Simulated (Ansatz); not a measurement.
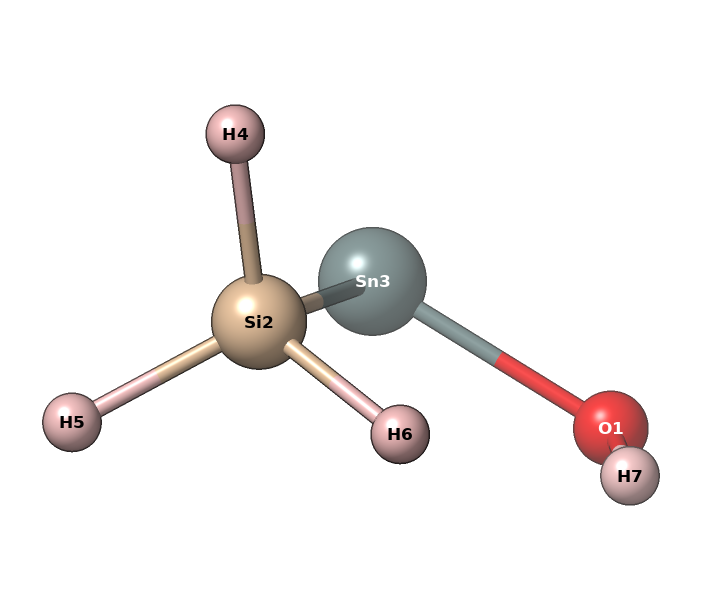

Sn3 lies behind Si2. The molecule seen a little off the Si2–Sn3 bond, Si2 in front. Distant atoms are faded towards the background colour. The computed structure is the end point of a PBE0-D4/def2-TZVP optimisation. No frequency run is at hand to confirm it as a minimum.

What is the torsion angle H4–Si2–Sn3–O1? The sign is positive where the front bond must turn clockwise to cover the back bond.

120°, anticlinal.
